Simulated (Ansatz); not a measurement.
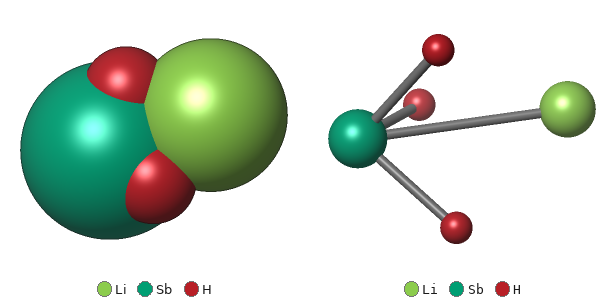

Both panels show the same species.

Charge +1, singlet. The computed structure is the end point of a PBE0-D4/def2-TZVP optimisation.

Give the formula.

Answer. H3LiSb(+), 5 atoms: 3 hydrogen, 1 lithium and 1 antimony.

How many sets of symmetry-equivalent atoms are there?

Answer. 3: 1 Li, 1 Sb, 3 H.

Count the bonded pairs by element.

Answer. 3 Sb–H, 1 Li–Sb. Sticks follow a distance rule.

Give the symmetry (Schoenflies symbol).

Answer. C3v.

More results for the same structure follow; atom numbers are the same in all pictures, views and colours differ.

Geometry

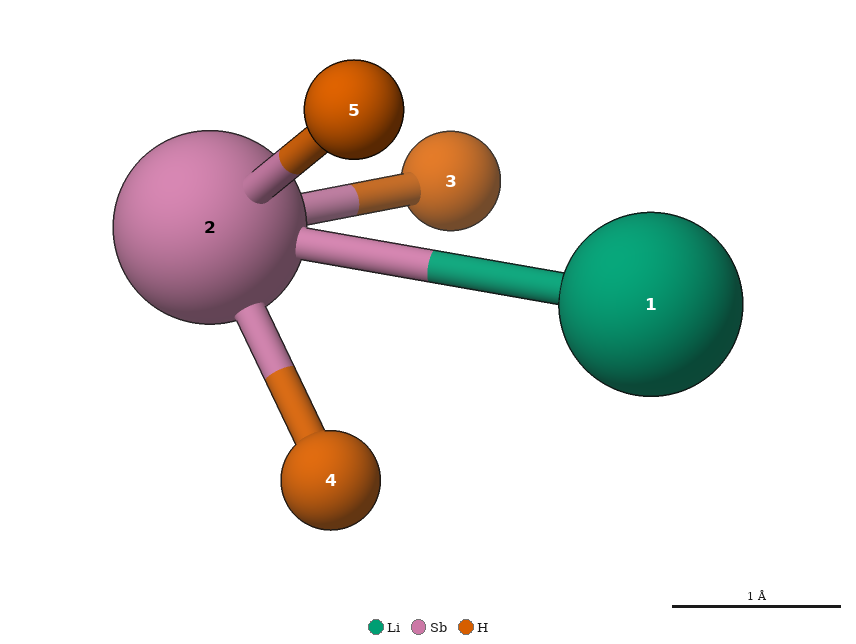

Give the bond lengths.

```tsv
bond	length (Å)
Li1–Sb2	2.774
Sb2–H3	1.735
Sb2–H4	1.735
Sb2–H5	1.735
```

Electronic properties

Level of theory: RKS PBE0-D4/def2-TZVPPD, core potentials on Sb (Ansatz 0.2.0).

What is the HOMO energy (Kohn–Sham orbital)?

Answer. −13.33 eV.

Estimate the HOMO–LUMO gap.

Answer. 7.73 eV.

Charges

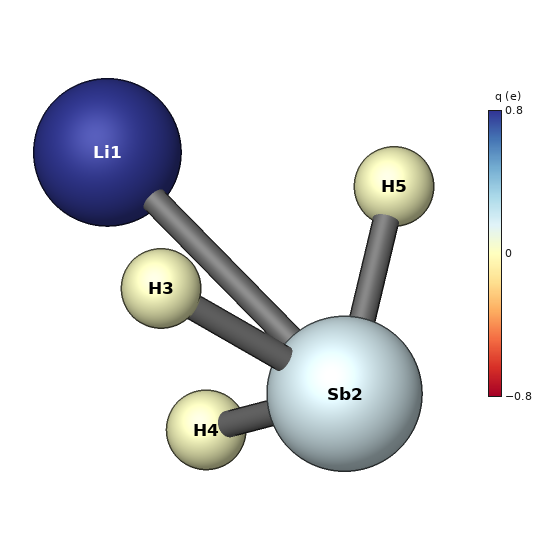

Atoms are coloured by their Mulliken charges. Method: RKS PBE0-D4/def2-TZVP, core potentials on Sb (Ansatz 0.2.0).

Give the Mulliken charges atom by atom.

| atom | value (e) |
| --- | --- |
| Li1 | 0.79 |
| Sb2 | 0.18 |
| H3 | 0.01 |
| H4 | 0.01 |
| H5 | 0.01 |

Vibrations

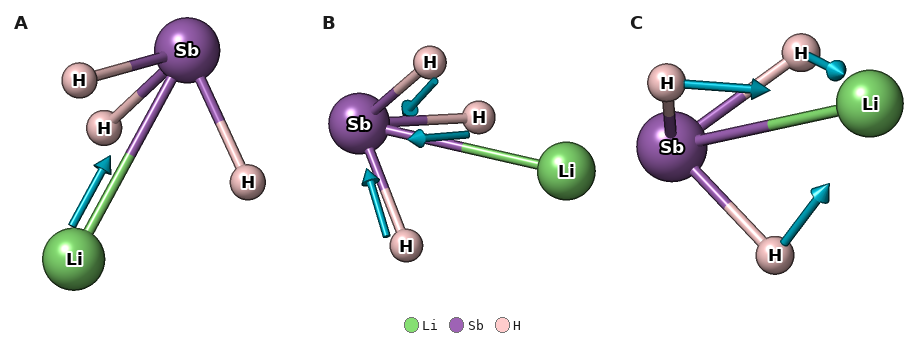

3 normal modes of one molecule or complex, as arrows. Harmonic vibrations computed with RKS PBE0-D4/def2-TZVP, core potentials on Sb (Ansatz 0.2.0) at a stationary point of the same level.

Match the panels to the wavenumbers 297 cm⁻¹, 861 cm⁻¹, 1888 cm⁻¹.

Answer. A: 297 cm⁻¹, Li–Sb stretching
B: 1888 cm⁻¹, in-phase stretching of 3 Sb–H bonds
C: 861 cm⁻¹, angle bending

Mulliken values depend strongly on the basis set and can even reverse the polarity of a bond.
